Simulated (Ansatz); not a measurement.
# GeSiH5Cl (SMILES [SiH3][GeH2][Cl]) at r2SCAN/def2-SVP

Aim: the energy change on altering one bond length of GeSiH5Cl at r2SCAN/def2-SVP, from 2 runs. 

The results are computed with Ansatz 0.2.0.

57 further runs of the same task are left out: 57 set aside as unsound or not needed.

## (1) Starting point

The species is GeSiH5Cl (8 atoms), meant as a singlet with charge 0. As SMILES, `[SiH3][GeH2][Cl]`. The shape is that of a PBE0-D4/def2-TZVP optimisation.

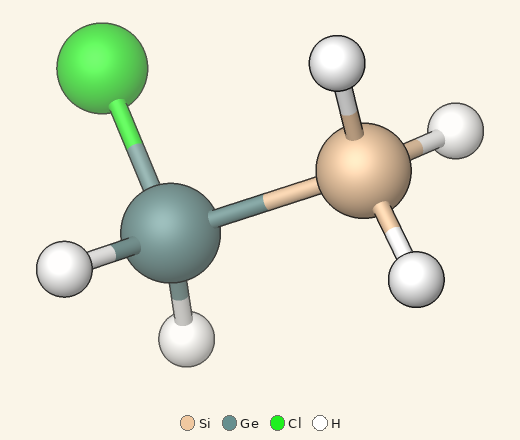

The structure, seen from a chosen angle (silicon light orange, germanium teal, chlorine green, hydrogen white).

## (2) The energy at r2SCAN/def2-SVP

Input file input.yaml:

```yaml
crystal:
  periodic: [false, false, false]
  atoms:
    - symbol: Si
      position_ang: [-0.863600, 0.827300, -0.302500]
    - symbol: Ge
      position_ang: [0.738300, -0.882000, 0.118400]
    - symbol: Cl
      position_ang: [1.963100, -0.183700, 1.766200]
    - symbol: H
      position_ang: [-1.744900, 0.416200, -1.427300]
    - symbol: H
      position_ang: [-0.149800, 2.078700, -0.658900]
    - symbol: H
      position_ang: [-1.678500, 1.035600, 0.920200]
    - symbol: H
      position_ang: [1.703100, -1.135200, -1.051200]
    - symbol: H
      position_ang: [0.124600, -2.213900, 0.579200]
basis:
  gaussian:
    orbitals: def2-SVP
hamiltonian:
  xc: {name: r2SCAN}
accuracy: high
output:
  orbitals: {seedname: orbitals}
```

Run with:

```
$ ansatz run input.yaml --threads 1 --pin off --max-ram 3480MiB --events-out events.jsonl --progress --plain --runs-dir runs
```

Output:

```text
Warning: RAYON_NUM_THREADS=1 ignored (pool sized by the plan → 1); use --threads N
Functional definition: r2SCAN
  name "r2SCAN"
  parameter k0 = 0.174
  parameter k1 = 0.065
  parameter a1 = 4.9479
  exchange = r2scan_x(k0 = k0, k1 = k1, a1 = a1)
  correlation = r2scan_c
1916 factors; integrals over basis functions are off by at most 4.8e-9 eV
mean field evaluation 1: about -76985.0807 eV, gradient 1.9e1 eV
mean field evaluation 2: about -76985.2374 eV, gradient 2.0e1 eV
mean field evaluation 4: about -76985.7261 eV, gradient 7.3e-1 eV
mean field evaluation 8: about -76985.7217 eV, gradient 9.2e-3 eV
mean field evaluation 16: about -76985.7217 eV, gradient 6.5e-7 eV
mean field -76985.72167884 eV, -2829.1730889010 hartree, gradient 2.5e-8 eV, S^2 0.000000; 0 other end points of the search recorded, 0 dependent functions left out
reference -76985.72167959 eV, -2829.1730889287 hartree; 34, 34 occupied and 59, 59 virtual orbitals, 1916 factors
Total energy: -76985.72167959 eV, -2829.1730889287 hartree
```

Run time: 6.3 s. Hardware: 1 thread of AMD EPYC 9R45 (Zen 5), shared host; peak memory 0.3 GiB.

## (3) The distorted shape at the same level

Input file input.yaml:

```yaml
crystal:
  periodic: [false, false, false]
  atoms:
    - {symbol: Si, position_ang: [-1.346022, 0.953906, 0.282326]}
    - {symbol: Ge, position_ang: [0.255878, -0.755394, 0.703226]}
    - {symbol: Cl, position_ang: [1.480678, -0.057094, 2.351026]}
    - {symbol: H, position_ang: [-2.227322, 0.542806, -0.842474]}
    - {symbol: H, position_ang: [-0.632222, 2.205306, -0.074074]}
    - {symbol: H, position_ang: [-2.160922, 1.162206, 1.505026]}
    - {symbol: H, position_ang: [1.703100, -1.135200, -1.051200]}
    - {symbol: H, position_ang: [-0.357822, -2.087294, 1.164026]}
basis:
  gaussian: {orbitals: def2-SVP}
hamiltonian: {xc: {name: r2SCAN}}
accuracy: high
output: {orbitals: {seedname: orbitals}}
```

Run with:

```
$ ansatz run input.yaml --threads 1 --pin off --max-ram 3480MiB --events-out events.jsonl --progress --plain --runs-dir runs
```

Output (excerpt; [...] marks lines left out):

```text
Warning: RAYON_NUM_THREADS=1 ignored (pool sized by the plan → 1); use --threads N
[... 7 set-up lines as earlier in the session ...]
1901 factors; integrals over basis functions are off by at most 1.1e-8 eV
mean field evaluation 1: about -76983.1523 eV, gradient 1.9e1 eV
mean field evaluation 2: about -76982.8058 eV, gradient 2.4e1 eV
mean field evaluation 4: about -76983.8178 eV, gradient 1.8e0 eV
mean field evaluation 8: about -76983.8338 eV, gradient 1.2e-1 eV
mean field evaluation 16: about -76983.8338 eV, gradient 6.5e-6 eV
mean field -76983.83381108 eV, -2829.1037110403 hartree, gradient 4.2e-8 eV, S^2 0.000000; 0 other end points of the search recorded, 0 dependent functions left out
reference -76983.83381186 eV, -2829.1037110692 hartree; 34, 34 occupied and 59, 59 virtual orbitals, 1901 factors
Total energy: -76983.83381186 eV, -2829.1037110692 hartree
```

Run time: 6.3 s. Hardware: 1 thread of AMD EPYC 9R45 (Zen 5), shared host; peak memory 0.3 GiB.

## (4) Outcome

Level: r2SCAN/def2-SVP.

| quantity | value |
| --- | --- |
| first shape: total energy | -2829.17309 Eh |
| first shape: HOMO energy | -7.15 eV |
| first shape: LUMO energy | -1.12 eV |
| first shape: HOMO–LUMO gap | 6.03 eV |
| distorted shape: total energy | -2829.10371 Eh |
| distorted shape: HOMO energy | -6.86 eV |
| distorted shape: LUMO energy | -2.87 eV |
| distorted shape: HOMO–LUMO gap | 3.99 eV |
| energy change with the Ge2–H7 bond stretched from 1.537 to 2.306 Å | 1.888 eV |

One bond (distorted shape) is far stretched, which a spin-restricted single reference describes badly; a broken-symmetry solution may lie lower. With the Ge2–H7 bond stretched from 1.537 to 2.306 Å the energy rises by 1.89 eV (182 kJ/mol). The first shape isn't relaxed at this level, so the change isn't measured from a minimum. A restricted reference can't describe the breaking bond well at this length.
